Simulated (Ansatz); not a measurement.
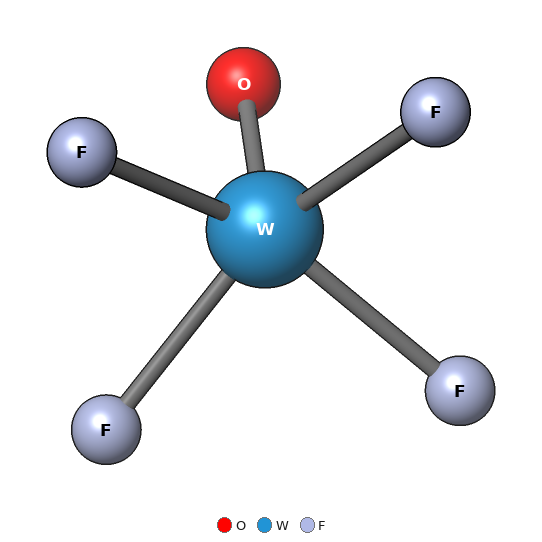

A metal compound. The species is neutral and a spin singlet. The geometry was computed by an optimisation with PBE0-D4/def2-TZVP. No frequency run is at hand to confirm it as a minimum.

### What is the coordination number of the metal, and which atoms bind to it?

W binds 5 atoms: 1 O at 1.67 Å, 4 F at 1.85 Å. The arrangement is square pyramidal.

### Give the formal oxidation state and the d-electron count.

W(VI), d⁰, counting the ligands as closed-shell ions or neutral donors.
